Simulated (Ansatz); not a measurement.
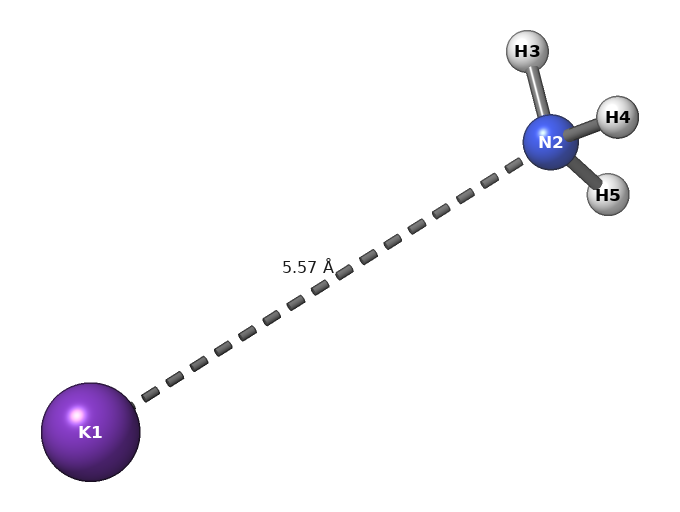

Two molecules or ions; the broken line marks their closest contact (measured against van der Waals radii). The species has charge +1 and is a spin singlet. Geometry: a pair of rigid molecules at a changed separation. Program: Ansatz 0.2.0.

Which two species are they?

Answer. K and NH3 (`N.[K+]`).

Give the counterpoise-corrected interaction energy (kcal/mol, monomers kept as in the pair) with RHF-CCSD(T) (frozen core)/def2-TZVPPD; ωB97M-V/def2-TZVPPD.

```csv
level,interaction energy (kcal/mol)
RHF-CCSD(T) (frozen core)/def2-TZVPPD,−4.8
ωB97M-V/def2-TZVPPD,−4.9
```
